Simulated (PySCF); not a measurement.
CCl₃NSi (Si(CN)Cl3), SMILES N#C[Si](Cl)(Cl)Cl, geometry in Å:

```xyz
6

Si     0.0062    -0.0202    -0.5019
C      0.0180     0.0057     1.3373
N      0.0247     0.0117     2.4963
Cl     1.9319    -0.0298    -1.1425
Cl    -0.9594     1.6408    -1.1575
Cl    -0.9583    -1.7041    -1.1009
```

Simulated rotational absorption lines between 18 and 26 GHz at 5 K: rigid rotor with the equilibrium constants and dipole of one optimised conformer (PBE0-D3(BJ)/def2-SVP, PySCF), commonest isotopes; no centrifugal distortion, hyperfine structure, internal rotation or nuclear-spin weights; lines within 1 MHz of each other are summed.

> What are the rotational constants, and what kind of rotor is it?

Rotational constants A, B, C = 1.294, 1.252, 1.252 GHz; Ray's κ = −1.00, a prolate symmetric top.

> Which dipole components drive the lines?

|μa|, |μb|, |μc| = 2.19, 0.13, 0.03 D; a-type lines carry 100 % of the intensity in this range.

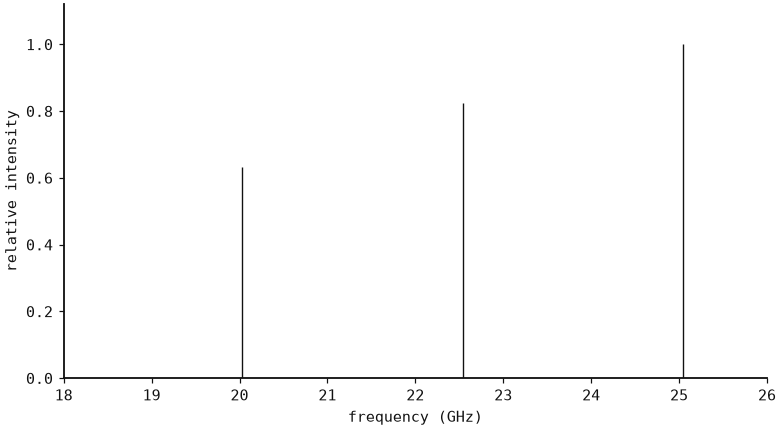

Known limits of this run: coarse grid, loose stop and no frequency check, small forces are noise and the end may be a saddle.
